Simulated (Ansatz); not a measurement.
# BNH2O (SMILES BN=O) at CCSDTQ/STO-3G

Aim: the electronic atomisation energy of BNH2O at CCSDTQ/STO-3G, from 5 runs. 

The results are computed with Ansatz 0.2.0.

59 further runs of the same task are left out: 4 that didn't finish, 55 set aside as unsound or not needed.

## Step 1: The molecule

BNH2O has 5 atoms, charge 0, and is taken as a singlet. As SMILES, `BN=O`. Geometry: relaxed at GFN2-xTB.

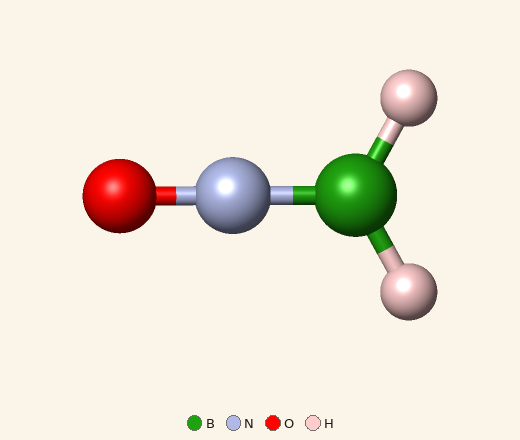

The structure, seen from a chosen angle (boron green, nitrogen light blue, oxygen red, hydrogen pink).

## Step 2: A single-point energy at CCSDTQ/STO-3G

File in.yaml:

```yaml
crystal:
  periodic: [false, false, false]
  atoms:
    - {symbol: B, position_ang: [-0.303260, 0.384710, -0.206480]}
    - {symbol: "N", position_ang: [0.435210, -0.552070, 0.296940]}
    - {symbol: O, position_ang: [1.113730, -1.415380, 0.760240]}
    - {symbol: H, position_ang: [-1.158940, 0.091910, -0.941520]}
    - {symbol: H, position_ang: [-0.086740, 1.490830, 0.090820]}
basis:
  gaussian: {orbitals: STO-3G}
correlation: {method: ccsdtq, frozen_orbitals: {B: 1, H: 0, "N": 1, O: 1}}
accuracy: high
scf: {omitted_lower_state_checks: [cluster_reference, increment]}
```

Command:

```console
$ ansatz run in.yaml --threads 1 --pin off --max-ram 2610MiB --events-out events.jsonl --progress --plain --runs-dir runs
```

Standard output:

```text
Warning: RAYON_NUM_THREADS=1 ignored (pool sized by the plan → 1); use --threads N
[... 11 lines left out ...]
3 core orbitals not correlated: weight in the atoms' cores, before any rotation towards them, 1.000 or more for the frozen orbitals, at most 0.000 for the correlated occupied ones
[... 33 lines left out ...]
Total energy: -4169.71377646 eV, -153.2341549514 hartree
Checks for a lower state left out: cluster_reference, increment
```

It took 11 s on 1 thread of Arm Neoverse V1, shared host; peak memory 0.14 GiB.

## Step 3: The B atom

File run.yaml:

```yaml
crystal:
  periodic: [false, false, false]
  atoms:
    - {symbol: B, position_ang: [0.000000, 0.000000, 0.000000]}
basis:
  gaussian:
    orbitals: STO-3G
magnetization:
  spin_polarized: true
  initial_magnetization: 1
correlation:
  method: ccsdtq
  frozen_orbitals: {B: 1}
accuracy: high
scf:
  omitted_lower_state_checks: [cluster_reference, increment]
```

Command:

```console
$ ansatz run run.yaml --threads 1 --pin off --max-ram 2610MiB --events-out events.jsonl --progress --plain --runs-dir runs
```

Standard output, shortened:

```text
Warning: RAYON_NUM_THREADS=1 ignored (pool sized by the plan → 1); use --threads N
Functional definition: HF
  name "HF"
[...]
15 factors; integrals over basis functions are off by at most 8.9e-10 eV
[...]
mean field -657.12745801 eV, -24.1489886649 hartree, gradient 0.0e0 eV, S^2 0.750000; 4 other end points of the search recorded, 0 dependent functions left out
1 core orbitals not correlated: weight in the atoms' cores, before any rotation towards them, 1.000 or more for the frozen orbitals, at most 0.000 for the correlated occupied ones
reference -657.12745801 eV, -24.1489886649 hartree; 2, 1 occupied and 2, 3 virtual orbitals, 15 factors
second order -0.50768279 eV of doubles, 0.00000000 eV of singles
cycle   1  -0.78653408 eV  change   -2.8e-1 eV  update   6.4e-2
[...]
cycle  10  -1.08840109 eV  change  -4.4e-12 eV  update  4.9e-13
Total energy: -658.21585910 eV, -24.1889866671 hartree
Checks for a lower state left out: cluster_reference, increment
```

Wall time 1.9 s (1 thread of Arm Neoverse V1, shared host).

## Step 4: The H atom: the energy at UHF/STO-3G

File input.yaml:

```yaml
crystal:
  periodic: [false, false, false]
  atoms:
    - symbol: H
      position_ang: [0.000000, 0.000000, 0.000000]
basis:
  gaussian: {orbitals: STO-3G}
magnetization: {spin_polarized: true, initial_magnetization: 1}
hamiltonian: {xc: hf}
accuracy: high
```

Command:

```console
$ ansatz run input.yaml --threads 1 --pin off --max-ram 2610MiB --events-out events.jsonl --progress --plain --runs-dir runs
```

Standard output:

```text
Warning: RAYON_NUM_THREADS=1 ignored (pool sized by the plan → 1); use --threads N
Functional definition: HF
  name "HF"
  exchange = exact_x
  correlation = 0
1 factors; integrals over basis functions are off by at most 4.6e-10 eV
mean field evaluation 1: about -12.6963 eV, gradient 0.0e0 eV
mean field evaluation 2: about -12.6963 eV, gradient 0.0e0 eV
mean field -12.69633895 eV, -0.4665818504 hartree, gradient 0.0e0 eV, S^2 0.750000; 0 other end points of the search recorded, 0 dependent functions left out
reference -12.69633895 eV, -0.4665818504 hartree; 1, 0 occupied and 0, 1 virtual orbitals, 1 factors
Total energy: -12.69633895 eV, -0.4665818504 hartree
```

Wall time 0.04 s (1 thread of Arm Neoverse V1, shared host).

## Step 5: The N atom

File in.yaml:

```yaml
crystal:
  periodic: [false, false, false]
  atoms:
    - {symbol: N, position_ang: [0.000000, 0.000000, 0.000000]}
basis:
  gaussian: {orbitals: STO-3G}
magnetization: {spin_polarized: true, initial_magnetization: 3}
correlation: {method: ccsdtq, frozen_orbitals: {"N": 1}}
accuracy: high
scf: {omitted_lower_state_checks: [cluster_reference, increment]}
```

Run the same way, it converges to -53.71901 Eh (log not shown).

## Step 6: The O atom

File job.yaml:

```yaml
basis:
  gaussian: {orbitals: STO-3G}
crystal:
  periodic: [false, false, false]
  atoms:
    - symbol: O
      position_ang: [0.000000, 0.000000, 0.000000]
accuracy: high
correlation: {method: ccsdtq, frozen_orbitals: {O: 1}}
magnetization: {spin_polarized: true, initial_magnetization: 2}
scf: {omitted_lower_state_checks: [cluster_reference, increment]}
```

Run the same way, it converges to -73.80415 Eh (log not shown).

## Step 7: Summary of results

At CCSDTQ/STO-3G, 3 core orbitals frozen:

```
                                             quantity          value
                               molecule: total energy  -153.23415 Eh
molecule: correlation energy (3 core orbitals frozen)     -207.2 mEh
                              molecule: T1 diagnostic          0.026
                                 B atom: total energy   -24.18899 Eh
   B atom: correlation energy (1 core orbital frozen)      -40.0 mEh
            B atom: ⟨S²⟩ of the reference determinant          0.750
                                B atom: T1 diagnostic          0.000
                                 H atom: total energy    -0.46658 Eh
                                         H atom: ⟨S²⟩          0.750
                                 N atom: total energy   -53.71901 Eh
   N atom: correlation energy (1 core orbital frozen)        0.0 mEh
            N atom: ⟨S²⟩ of the reference determinant          3.750
                                N atom: T1 diagnostic          0.000
                                 O atom: total energy   -73.80415 Eh
   O atom: correlation energy (1 core orbital frozen)        0.0 mEh
            O atom: ⟨S²⟩ of the reference determinant          2.000
                                O atom: T1 diagnostic          0.000
                        electronic atomisation energy      16.023 eV
```

What this shows: Taking the molecule apart into free atoms costs 16.02 eV (370 kcal/mol), before zero-point energy and without spin-orbit coupling. In a minimal basis such a difference can be off by several eV, whatever the method. The restricted solution (molecule) is unstable to spin breaking: an unrestricted one lies lower.
